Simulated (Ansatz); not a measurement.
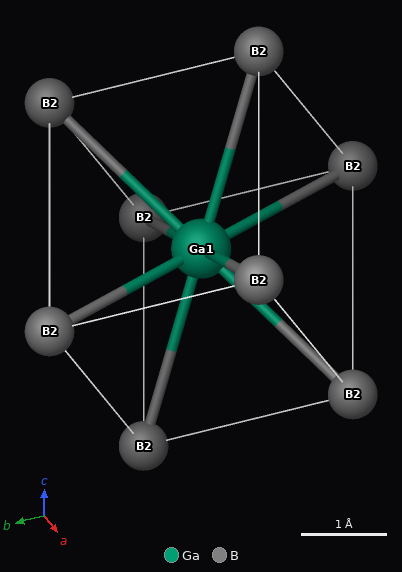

A crystal of GaB (a generated structure, set up in P4/mmm), before the relaxation. Style: ball-and-stick. Shown: the cell of the calculation, from a free direction.

The run lets cell and atoms move.

Method: Kohn-Sham DFT of a periodic cell, PBE, Ansatz PAW in Ansatz 0.2.0.

The input:
```yaml
crystal:
  lattice:
    - [2.71824, 0.0, 0.0]
    - [0.0, 2.71824, 0.0]
    - [0.0, 0.0, 3.23621]
  atoms:
    - { symbol: Ga, position: [0.5, 0.5, 0.5] }
    - { symbol: B, position: [0.0, 0.0, 0.0] }
hamiltonian:
  xc: pbe
  pseudopotentials: { kind: paw }
kpoints:
  mp_grid: { grid: [10, 10, 8] }
scf:
  occupations: { method: fermi_dirac, width: 0.05 }
output:
  forces: true
  stress: true
  eigenvalues: true
relax:
  f_tol: 0.01
  max_steps: 40
  cell: { stress_tol: 0.05 }
```

Command:
```bash
ansatz run input.yaml --threads 2 --pin off --max-ram 5632MiB --backend cpu --events-out ev --progress --plain --runs-dir out
```

Q: Where does the relaxation end?

A: After 2 accepted moves (3 points after the start) the energy has fallen by 0.3 meV per cell of the calculation. All forces vanish by symmetry, so only the cell relaxes. The pressure goes from −0.09 to 0.03 GPa. The SCF was repeated once at an unchanged geometry on a basis and grid sized afresh for the cell, which shifted the energy by less than 0.05 meV per cell of the calculation at most. No atom moves by more than 0.005 Å relative to the cell. The drawn cell changes at constant volume: a = b 2.718 → 2.725 Å (+0.3 %), c 3.236 → 3.219 Å (−0.5 %). The space group stays P4/mmm (No. 123). The run took 3.4 s on 2 threads of Arm Neoverse V2, on a shared host, peak memory 0.32 GiB.
